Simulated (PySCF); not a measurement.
Consider ClH$_{10}$NSi$_{4}$ (SMILES [SiH3]N[Si]([SiH3])([SiH3])Cl).

The calculation's input:

```
{"job": {"kind": "nmr", "xc": "PBE0", "basis": "pcSseg-1"}, "charge": 0, "multiplicity": 1}
Si     0.352015    -0.029756     0.631317
Si     0.008547    -2.152813    -0.300303
Si    -1.032276     0.470813     2.451650
N      0.197197     1.229257    -0.551828
Si     0.504937     1.157067    -2.271448
Cl     2.294760    -0.118535     1.436423
H     -1.275304    -2.203347    -1.065441
H      1.142548    -2.535835    -1.193143
H     -0.064650    -3.121141     0.836665
H     -0.775182    -0.476222     3.577198
H     -2.471420     0.383841     2.052007
H     -0.745773     1.868269     2.906104
H      0.114232     2.166193    -0.161069
H      1.853746     1.678058    -2.652754
H      0.410529    -0.279474    -2.663675
H     -0.522875     1.952280    -3.008088
```

Launched as:

```sh
OMP_NUM_THREADS=1 python cluster_run.py task.json out
```

Geometry: PBE0-D3(BJ)/def2-SVP.

Computed with PBE0/pcSseg-1, SCF density, gas phase, non-relativistic in PySCF 2.14.0.

What will maps of the electron density and electron localisation function show?

Answer. Si–N (1.73 Å): ρ is about 1 e/Å³ halfway; the ELF peaks at about 0.90 between the atoms; a polar covalent bond.

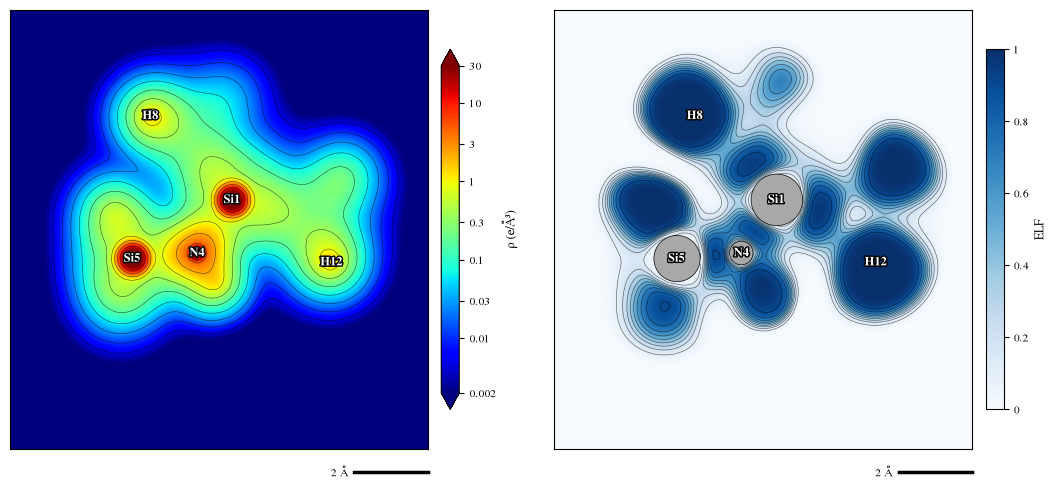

Computed electron density and electron localisation function on the plane of atoms Si1, N4 and Si5, in this order. Grey discs cover the atomic cores in the ELF map. 
